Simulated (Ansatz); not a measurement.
**AlH2F2: geometry relaxation**

- system: AlH2F2, multiplicity 2
- method: UKS BHLYP-D4/def2-SVP (Ansatz 0.2.0)

The input holds or restrains some coordinates. It belongs to a series of runs on one base structure; here: pulled along the bonds that form and break, towards end A. Figures and captions count atoms from 1; the log counts them from 0 in places.

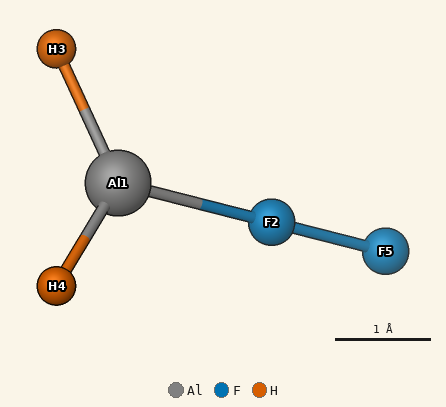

Fig. 1: The starting structure (ball-and-stick view, seen at a tilt; atoms are numbered from 1 in the order of the input). Sticks mark near contacts. Bond lengths as drawn: Al–F 1.94 Å, Al–H 1.56 Å and F–F 1.44 Å.

### Input file
```yaml
crystal:
  periodic: [false, false, false]
  atoms:
    - { symbol: Al, position_ang: [0.0, 0.0, 0.0] }
    - { symbol: F, position_ang: [0.0, 0.0, 1.94] }
    - { symbol: H, position_ang: [1.351, 0.0, -0.78] }
    - { symbol: H, position_ang: [-1.351, 0.0, -0.78] }
    - { symbol: F, position_ang: [0.0, 0.0, 3.38] }
magnetization:
  spin_polarized: true
  initial_magnetization: 1
basis:
  gaussian: { orbitals: def2-SVP }
hamiltonian:
  xc: { name: BHLYP }
  dispersion: d4
relax:
  f_tol: 0.15
  max_steps: 25
  restrain:
    - { distance: [1, 4], at: 2.34, k: 30.0 }
    - { distance: [0, 1], at: 1.69, k: 30.0 }
output:
  orbitals: {}
```

Hardware: 1 thread of Arm Neoverse V1, 24 GiB of memory available, shared host.

Launched with:
```bash
ansatz run input.yaml --threads 1 --pin off --max-ram 2048MiB --backend cpu --events-out ev --progress --plain --runs-dir out
```

### Log
```
The last accepted step is kept in [file] (removed where the run ends without a failure and the disk answers)
Engine: ansatz 0.2.0, aarch64-unknown-linux-gnu
Functional definition: BHLYP
  parameter a = 0.5
  exchange = (1 - a)*b88_x + a*exact_x
  correlation = lyp_c
558 factors; integrals over basis functions are off by at most 3.4e-4 eV
mean field evaluation 1: about -12047.9001 eV, gradient 2.0e1 eV
mean field evaluation 2: about -12048.0607 eV, gradient 2.2e1 eV
mean field evaluation 4: about -12049.7261 eV, gradient 1.4e0 eV
mean field evaluation 8: about -12049.8068 eV, gradient 6.7e-2 eV
mean field evaluation 16: about -12049.8069 eV, gradient 8.3e-5 eV
mean field -12049.80685804 eV, -442.8222343806 hartree, gradient 8.3e-5 eV, S^2 0.754886; 0 other end points of the search recorded, 0 dependent functions left out
the calculation of the forces begins
reference -12049.80699550 eV, -442.8222394320 hartree; 17, 16 occupied and 39, 40 virtual orbitals, 558 factors
relax step   1: F+E_penalty+E_count = -12049.86153451 eV  Δ(F+E_penalty+E_count) = +0.000e0 eV  max|allowed force component| = 1.661e1 eV/Å  E_restraint = 13.08750000 eV  max|allowed force component, restraints' pulls added| = 5.111e1 eV/Å  Δτ_max = 0.0000 Å  (31 SCF iters, accepted)
  distance F 1 - F 4 = 1.4400 Å
  distance Al 0 - F 1 = 1.9400 Å
these checks for a lower state are left out or cut short: starts, cluster_reference, orbital_swaps, neighbouring_geometries, increment
559 factors; integrals over basis functions are off by at most 3.0e-4 eV
mean field -12052.88031136 eV, -442.9351817070 hartree, gradient 2.8e-5 eV, S^2 0.752253; 0 other end points of the search recorded, 0 dependent functions left out
the calculation of the forces begins
reference -12052.88044832 eV, -442.9351867399 hartree; 17, 16 occupied and 39, 40 virtual orbitals, 559 factors
relax step   2: F+E_penalty+E_count = -12052.93343695 eV  Δ(F+E_penalty+E_count) = -3.072e0 eV  max|allowed force component| = 4.342e0 eV/Å  E_restraint = 4.03273378 eV  max|allowed force component, restraints' pulls added| = 2.166e1 eV/Å  Δτ_max = 0.1950 Å  (53 SCF iters, accepted)
  distance F 1 - F 4 = 1.8253 Å
  distance Al 0 - F 1 = 1.7525 Å
these checks for a lower state are left out or cut short: starts, cluster_reference, orbital_swaps, neighbouring_geometries, increment
559 factors; integrals over basis functions are off by at most 3.0e-4 eV
mean field evaluation 32: about -12053.3342 eV, gradient 5.1e-3 eV
mean field -12053.33418921 eV, -442.9518614101 hartree, gradient 9.3e-6 eV, S^2 0.751582; 0 other end points of the search recorded, 0 dependent functions left out
the calculation of the forces begins
reference -12053.33432754 eV, -442.9518664938 hartree; 17, 16 occupied and 39, 40 virtual orbitals, 559 factors
relax step   3: F+E_penalty+E_count = -12053.38501658 eV  Δ(F+E_penalty+E_count) = -4.516e-1 eV  max|allowed force component| = 7.783e-1 eV/Å  E_restraint = 0.46951808 eV  max|allowed force component, restraints' pulls added| = 5.318e0 eV/Å  Δτ_max = 0.1920 Å  (55 SCF iters, accepted)
  distance F 1 - F 4 = 2.1718 Å
  distance Al 0 - F 1 = 1.6351 Å
these checks for a lower state are left out or cut short: starts, cluster_reference, orbital_swaps, neighbouring_geometries, increment
559 factors; integrals over basis functions are off by at most 3.2e-4 eV
mean field -12053.35098242 eV, -442.9524785492 hartree, gradient 6.4e-6 eV, S^2 0.751460; 0 other end points of the search recorded, 0 dependent functions left out
the calculation of the forces begins
reference -12053.35112369 eV, -442.9524837407 hartree; 17, 16 occupied and 39, 40 virtual orbitals, 559 factors
relax step   4: F+E_penalty+E_count = -12053.39969879 eV  Δ(F+E_penalty+E_count) = -1.468e-2 eV  max|allowed force component| = 9.446e-1 eV/Å  E_restraint = 0.00049554 eV  max|allowed force component, restraints' pulls added| = 8.043e-1 eV/Å  Δτ_max = 0.1311 Å  (57 SCF iters, accepted)
  distance F 1 - F 4 = 2.3433 Å
  distance Al 0 - F 1 = 1.6853 Å
these checks for a lower state are left out or cut short: starts, cluster_reference, orbital_swaps, neighbouring_geometries, increment
559 factors; integrals over basis functions are off by at most 3.2e-4 eV
mean field -12053.36855958 eV, -442.9531244981 hartree, gradient 6.6e-6 eV, S^2 0.751457; 0 other end points of the search recorded, 0 dependent functions left out
the calculation of the forces begins
reference -12053.36869994 eV, -442.9531296560 hartree; 17, 16 occupied and 39, 40 virtual orbitals, 559 factors
relax step   5: F+E_penalty+E_count = -12053.41739311 eV  Δ(F+E_penalty+E_count) = -1.769e-2 eV  max|allowed force component| = 4.822e-1 eV/Å  E_restraint = 0.00363385 eV  max|allowed force component, restraints' pulls added| = 2.231e-2 eV/Å  Δτ_max = 0.0516 Å  (58 SCF iters, accepted)
  distance F 1 - F 4 = 2.3409 Å
  distance Al 0 - F 1 = 1.6745 Å
559 factors; integrals over basis functions are off by at most 3.2e-4 eV
mean field evaluation 64: about -12053.3686 eV, gradient 6.6e-6 eV
mean field evaluation 96: about -12053.2980 eV, gradient 2.3e-1 eV
```

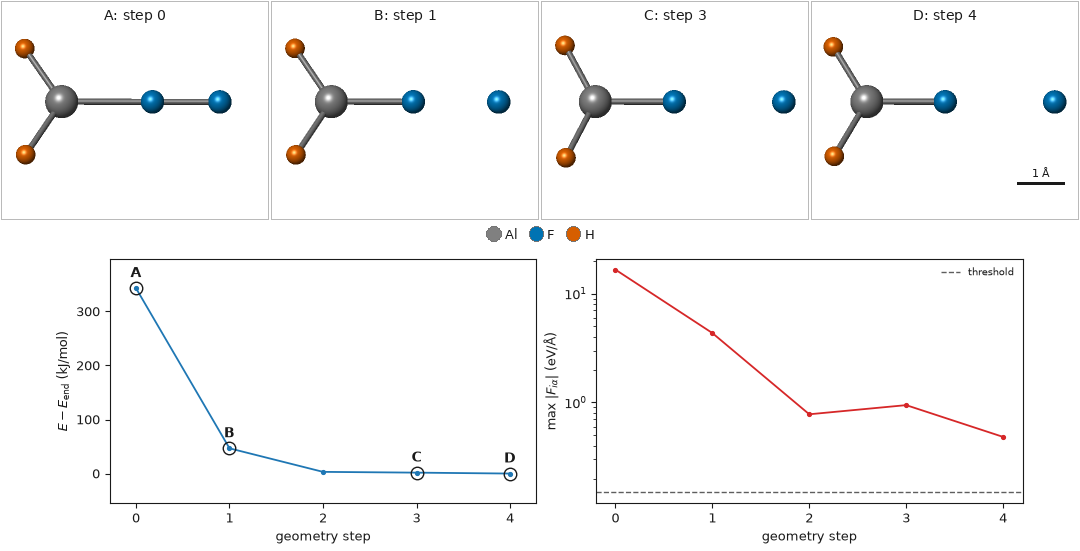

Fig. 2: Frames of the restrained relaxation (ball-and-stick view, seen at a tilt) above the curves, on which the letters mark them (the first geometry is step 0 here and step 1 in the log).

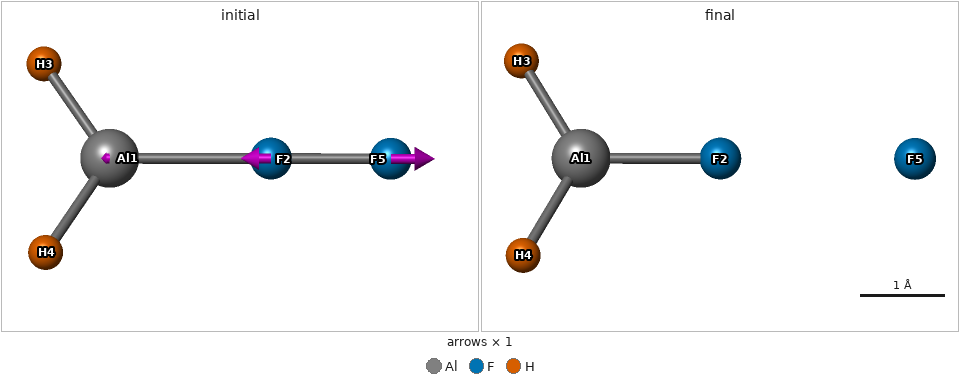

Fig. 3: Before (left) and after (right) the restrained relaxation, at one scale (ball-and-stick view, seen at a tilt). The pink arrows give the displacements, at true length. The atom that moves furthest after the best rigid fit is F5 (0.53 Å). By element the largest moves are F 0.53 Å, Al 0.10 Å, H 0.05 Å. Among the contacts that change: F2–F5 1.440 → 2.341 Å, Al1–F2 1.940 → 1.674 Å. Among the angles that change: H3–Al1–H4 120.0° → 126.2°, F2–Al1–H3 120.0° → 116.9°. The energy falls by 343.1 kJ/mol in 4 geometry steps. The largest force component goes from 17 to 0.48 eV/Å. (Atoms are counted from 1 in the order of the input.)

```
mean field -12053.36855958 eV, -442.9531244981 hartree, gradient 6.6e-6 eV, S^2 0.751457; 5 other end points of the search recorded, 0 dependent functions left out
the calculation of the forces begins
reference -12053.36869994 eV, -442.9531296560 hartree; 17, 16 occupied and 39, 40 virtual orbitals, 559 factors
Total energy: -12053.41753347 eV, -442.9549242551 hartree
Atom 0 at     0.000000    -0.000000    -0.103240 Å, force    -0.000000    -0.000000     0.448758 eV/Å
Atom 1 at     0.000000     0.000000     1.571221 Å, force     0.000000     0.000000    -0.482235 eV/Å
Atom 2 at     1.393270    -0.000000    -0.810047 Å, force     0.022311     0.000000     0.008237 eV/Å
Atom 3 at    -1.393270    -0.000000    -0.810047 Å, force    -0.022311     0.000000     0.008237 eV/Å
Atom 4 at    -0.000000    -0.000000     3.912112 Å, force     0.000000    -0.000000     0.017003 eV/Å
Dipole moment:     0.000000     0.000000    -0.373242 e Å
```

### Trajectory as extended XYZ (Å, eV, eV/Å), 5 frames, from step=1 to step=5
```
5
Properties=species:S:1:pos:R:3:forces:R:3 step=1 energy=-12049.86154
Al    0.0000    0.0000    0.0000    0.0000   0.0000   2.5767
F     0.0000    0.0000    1.9400    0.0000   0.0000 -16.6132
H     1.3510    0.0000   -0.7800    0.1745   0.0000   0.2892
H    -1.3510    0.0000   -0.7800   -0.1745   0.0000   0.2892
F     0.0000    0.0000    3.3800    0.0000   0.0000  13.4580
5
Properties=species:S:1:pos:R:3:forces:R:3 step=2 energy=-12052.93344
Al    0.0000    0.0000   -0.0074    0.0000   0.0000   1.7216
F     0.0000    0.0000    1.7450    0.0000   0.0000  -4.3424
H     1.3559    0.0000   -0.7739    0.1740   0.0000   0.1841
H    -1.3559    0.0000   -0.7739   -0.1740   0.0000   0.1841
F     0.0000    0.0000    3.5703    0.0000   0.0000   2.2527
5
Properties=species:S:1:pos:R:3:forces:R:3 step=3 energy=-12053.38502
Al    0.0000    0.0000   -0.0447    0.0000   0.0000  -0.7783
F     0.0000    0.0000    1.5905    0.0000   0.0000   0.5417
H     1.3701    0.0000   -0.7740    0.2077   0.0000  -0.0178
H    -1.3701    0.0000   -0.7740   -0.2077   0.0000  -0.0178
F     0.0000    0.0000    3.7623    0.0000   0.0000   0.2722
5
Properties=species:S:1:pos:R:3:forces:R:3 step=4 energy=-12053.39970
Al    0.0000    0.0000   -0.1353    0.0000   0.0000   0.9446
F     0.0000    0.0000    1.5500    0.0000   0.0000  -0.7083
H     1.4302    0.0000   -0.7740   -0.1207   0.0000  -0.1225
H    -1.4302    0.0000   -0.7740    0.1207   0.0000  -0.1225
F     0.0000    0.0000    3.8934    0.0000   0.0000   0.0088
5
Properties=species:S:1:pos:R:3:forces:R:3 step=5 energy=-12053.41739
Al    0.0000    0.0000   -0.1032    0.0000   0.0000   0.4488
F     0.0000    0.0000    1.5712    0.0000   0.0000  -0.4822
H     1.3933    0.0000   -0.8100    0.0223   0.0000   0.0082
H    -1.3933    0.0000   -0.8100   -0.0223   0.0000   0.0082
F     0.0000    0.0000    3.9121    0.0000   0.0000   0.0170
```

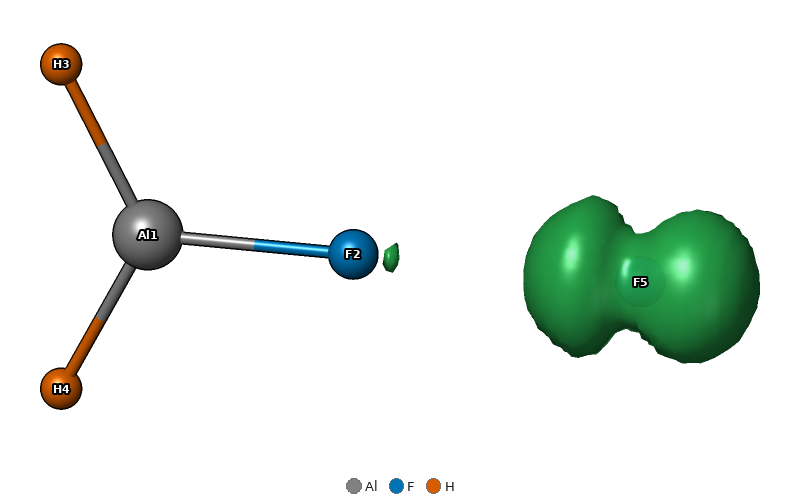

Fig. 4: Isosurface of the spin density at +0.1 e/Å³ (green), seen at a tilt. The unpaired spin (1 electron) lies mostly on F5 (about 1.0), in electrons by Hirshfeld's partition.

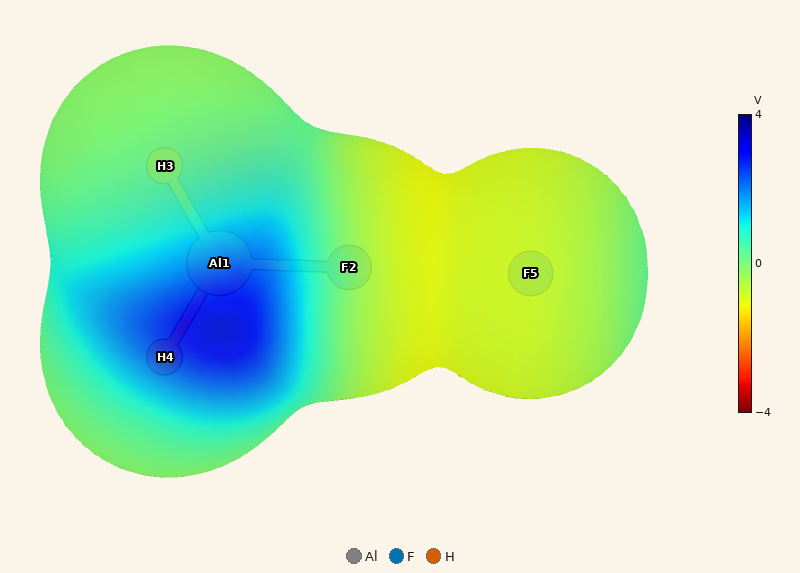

Fig. 5: The molecular electrostatic potential painted on the density surface at 0.001 e/bohr³, seen at a tilt; the colour scale runs from red (negative) to blue (positive).

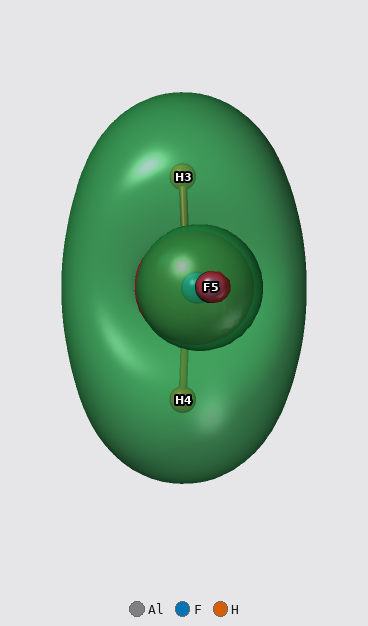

Fig. 6: One frontier orbital at ±0.08 Å⁻³ᐟ² (green and red are the two phases), seen at an oblique angle. The HOMO−1 (β), at −12.26 eV. By Hirshfeld shares it lies mainly on Al1 (40 %), H3 (20 %), H4 (20 %) and F2 (15 %); it is symmetric in the molecular plane (σ or in-plane lone-pair type).

### Results in brief

- outcome: converged under the restraints of the input
- total energy: −12053.4175 eV
- mean-field energy: −12053.3687 eV
- ⟨S²⟩: 0.751
- largest force (length of the vector) at the end, held atoms and coordinates included: 0.482 eV/Å
- wall time: 21 s
- peak memory: 0.14 GiB
